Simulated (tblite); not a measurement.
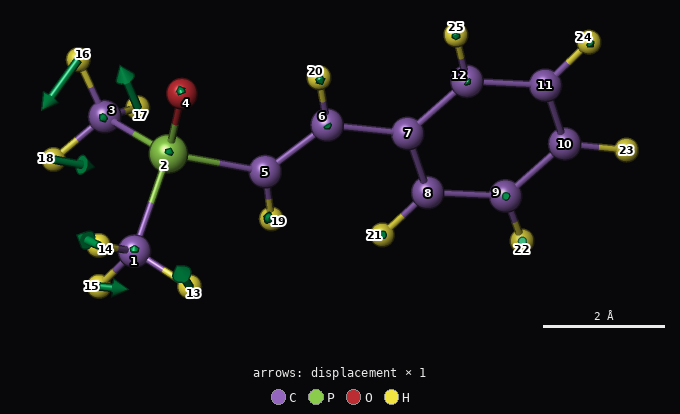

A relaxation of C10H13OP. The starting structure is drawn; green arrows show the displacements, at their true length. The two geometries are superimposed by the best rigid fit.

The picture is a ball-and-stick view, seen at a tilt.

Level of theory: tblite, GFN2-xTB geometry optimisation, gas phase. 

Q: Atoms of which element are displaced furthest, and by how much?

A: Hydrogen: up to 1.07 Å, against 0.15 Å for oxygen.

Q: What did the optimiser do to the structure, and how much energy did it gain?

A: The largest move after the best rigid fit is that of H16, 1.07 Å. By element the largest moves are H 1.07 Å, O 0.15 Å, C 0.13 Å, P 0.12 Å. Near-neighbour distances that change, for instance: C3–H18 1.125 → 1.086 Å, C10–H23 1.111 → 1.080 Å, C1–H13 1.116 → 1.088 Å, P2–O4 1.495 → 1.468 Å. Among the angles between lasting bonds that change: O4–P2–C5 106.9° → 114.3°, C1–P2–C3 111.8° → 104.5°, P2–C3–H17 112.7° → 107.8°. Groups turn about P2–C3 by about 55°, C1–P2 by about 35°. The energy falls by 0.373 eV in 145 geometry steps. The run took 1.5 s on 1 thread of Intel(R) Xeon(R) 6975P-C, on a shared host.
